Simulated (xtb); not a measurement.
**Energy and gradient calculation of PH2O4 (charge −1)**

The run: energy and gradient calculation of PH2O4 (dihydrogen phosphate), charge −1. Method and program: GFN-FF (xtb 6.7.1).

The geometry comes from this level: GFN2-xTB.

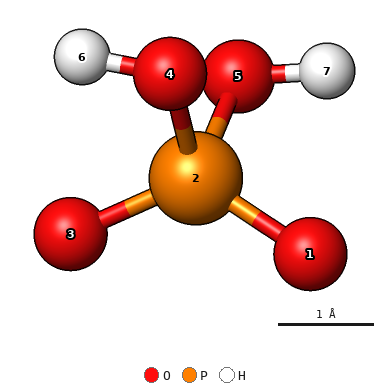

**Figure 1.** The input geometry (ball-and-stick view, seen at a tilt; atoms are numbered from 1 in the order of the input).

Input file (coord):
```
$coord angs
     0.5698700    -1.5983000     0.4122000  O
    -0.1624300    -0.4144700    -0.1046900  P
    -1.3971700    -0.4908900    -0.9261000  O
    -0.4936800     0.6082300     1.1752300  O
     0.9544200     0.5356300    -0.9048300  O
    -1.2219400     1.1001700     0.8082000  H
     1.7509400     0.2596200    -0.4600200  H
$end
```

Run on 1 thread of Arm Neoverse V1, 24 GiB of memory available, shared host.

Launched with:
```bash
xtb coord --grad --chrg -1 --uhf 0 --gff > coord.out
```

What the program printed:
```
* xtb version 6.7.1
   ID    Z sym.   atoms
    1    8 O      1, 3-5
    2   15 P      2
    3    1 H      6, 7

           -------------------------------------------------
          |                Calculation Setup                |
           -------------------------------------------------

          program call               : xtb coord --grad --chrg -1 --uhf 0 --gff
          coordinate file            : coord
          omp threads                :                     1

          ==================== Thresholds ====================
          CN  :   150.00000
          rep :   500.00000
          disp:  2500.00000
          HB1 :   250.00000
          HB2 :   450.00000

          Pauling EN used:
          Z : 1  EN :  2.20
          Z : 8  EN :  3.44
          Z :15  EN :  2.19
          electric field strengths (au): 0.000

           -------------------------------------------------
          |           Force Field Initialization            |
           -------------------------------------------------

          distances ...
          ----------------------------------------
          generating topology and atomic info file ...
          pair mat ...
          computing topology distances matrix with Floyd-Warshall algo ...
          making topology EEQ charges ...
          #fragments for EEQ constrain: 1
          ----------------------------------------
          generating topology and atomic info file ...
          pair mat ...
          computing topology distances matrix with Floyd-Warshall algo ...
          making topology EEQ charges ...
          #fragments for EEQ constrain: 1
          rings ...
          # BATM   14
          # H in HB   2

  atom   neighbors  erfCN metchar sp-hybrid imet pi  qest     coordinates
    1  O       1    0.98   0.00         2    0    0  -0.497    1.076898   -3.020349    0.778945
    2  P       4    3.69   0.02         3    0    0   0.642   -0.306948   -0.783235   -0.197835
    3  O       1    0.98   0.00         2    0    0  -0.497   -2.640269   -0.927648   -1.750075
    4  O       2    1.92   0.00         3    0    0  -0.506   -0.932920    1.149388    2.220863
    5  O       2    1.92   0.00         3    0    0  -0.506    1.803592    1.012194   -1.709881
    6  H       1    1.14   0.05         0    0    0   0.183   -2.309132    2.079020    1.527277
    7  H       1    1.14   0.05         0    0    0   0.183    3.308797    0.490611   -0.869312

          #atoms :   7
          #bonds :   6
          #angl  :   8
          #tors  :   6
          #nmol  :   1
          #optfrag :   1
           -------------------------------------------------
          |                   G F N - F F                   |
          |          A general generic force-field          |
          |                  Version 1.0.3                  |
           -------------------------------------------------
          Number of HB bonds (bound hydrogen)     6
          Number of HB bonds (unbound hydrogen)   6
          Number of XB bonds                      0

 E+G (total)                   0 d,  0 h,  0 min,  0.000 sec
 distance/D3 list               ...        0 min,  0.000 sec (  1.055%)
 non bonded repulsion           ...        0 min,  0.000 sec (  5.200%)
 dCN                            ...        0 min,  0.000 sec (  8.844%)
 EEQ energy and q               ...        0 min,  0.000 sec ( 11.454%)
 D3                             ...        0 min,  0.000 sec (  7.827%)
 EEQ gradient                   ...        0 min,  0.000 sec (  2.652%)
 bonds                          ...        0 min,  0.000 sec (  9.318%)
 bend and torsion               ...        0 min,  0.000 sec ( 11.256%)
 bonded ATM                     ...        0 min,  0.000 sec (  3.101%)
 HB/XB (incl list setup)        ...        0 min,  0.000 sec ( 28.304%)

         :::::::::::::::::::::::::::::::::::::::::::::::::::::
         ::                     SUMMARY                     ::
         :::::::::::::::::::::::::::::::::::::::::::::::::::::
         :: total energy              -2.008282287923 Eh    ::
         :: gradient norm              0.098240761625 Eh/a0 ::
         ::.................................................::
         :: bond energy               -0.630193954141 Eh    ::
         :: angle energy               0.004951875380 Eh    ::
         :: torsion energy             0.007491797516 Eh    ::
         :: repulsion energy           0.087840572793 Eh    ::
         :: electrostat energy        -1.475065478278 Eh    ::
         :: dispersion energy         -0.002871838862 Eh    ::
         :: HB energy                 -0.000000018432 Eh    ::
         :: XB energy                  0.000000000000 Eh    ::
         :: bonded atm energy         -0.000435243899 Eh    ::
         :: external energy            0.000000000000 Eh    ::
         :: add. restraining           0.000000000000 Eh    ::
         :: total charge              -1.000000000000 e     ::
         :::::::::::::::::::::::::::::::::::::::::::::::::::::

           -------------------------------------------------
          |                Property Printout                |
           -------------------------------------------------

molecular dipole:
                 x           y           z       tot (Debye)
 q only:        0.430       1.110       0.286       3.113

           -------------------------------------------------
          | TOTAL ENERGY               -2.008282287923 Eh   |
          | GRADIENT NORM               0.098240761625 Eh/α |
           -------------------------------------------------
########################################################################
[WARNING] Runtime exception occurred
-1- gfnff_setup: Could not read topology file.
########################################################################

------------------------------------------------------------------------
------------------------------------------------------------------------
 total:
 *  cpu-time:     0 d,  0 h,  0 min,  0.002 sec
 * ratio c/w:     1.000 speedup
 SCF:
 *  cpu-time:     0 d,  0 h,  0 min,  0.000 sec
 * ratio c/w:     0.996 speedup
```

Standard error:
```
normal termination of xtb
```

Summary:

```tsv
quantity	value
outcome	converged
total energy	−2.008282 hartree
dispersion energy	−0.002872 hartree
largest force	3.339 eV/Å
peak memory	0.072 GiB
```
